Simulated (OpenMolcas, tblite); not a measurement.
# InCNF2 (SMILES N#[C][In]([F])[F]): the energy, rung by rung

InCNF2 has 5 atoms, charge 0, and is taken as a singlet. SMILES: `N#[C][In]([F])[F]`. The shape is that of a PBE0-D4/def2-TZVP optimisation.

```xyz
5

N     1.2980   -1.5922    1.5896
C     0.7249   -0.8903    0.8786
In   -0.3060    0.3723   -0.4003
F    -1.8721   -0.1548   -1.3755
F     0.2051    2.1914   -0.7337
```

Quantity: the energy change with the N1–C2 bond stretched from 1.152 to 1.497 Å, in eV. The values are calculated.

| level | kind | program | value (eV) | CPU time (all runs) |
| --- | --- | --- | --- | --- |
| IPEA1-xTB | semi-empirical | tblite | 4.77 | under 2 s |
| HF/def2-SVPD (core potential) (restricted) | Hartree–Fock | OpenMolcas | 4.96 | 78 s |
| SVWN5/def2-SVPD (core potential) (restricted) | LDA | OpenMolcas | 3.32 | 2.5 min |
| BLYP/def2-SVPD (core potential) (restricted) | GGA | OpenMolcas | 3.03 | 2.7 min |
| M06-L/def2-SVPD (core potential) (restricted) | meta-GGA | OpenMolcas | 3.43 | 3.4 min |
| PBE0/def2-SVPD (core potential) (restricted) | global hybrid | OpenMolcas | 3.71 | 2.5 min |
| B2PLYP/def2-SVPD (core potential) (restricted) | double hybrid | OpenMolcas | 3.01 | 1.9 min |
| MP2/def2-SVPD (core potential) (restricted) | perturbation theory | OpenMolcas | 2.51 | 73 s |

The first shape isn't each level's own minimum. The values span 2.51 to 4.96 eV. In the correlated wave-function rows the outer d shell of In is correlated, in sets not made for it. CPU times are rough (shared hosts, several kinds of processor): they show what a rung costs within a factor of a few.

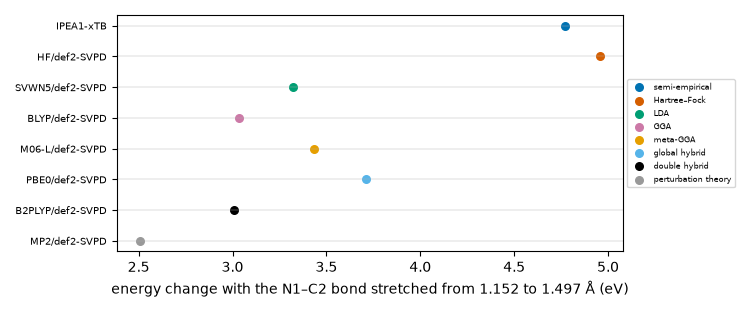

The values of the table, level by level.
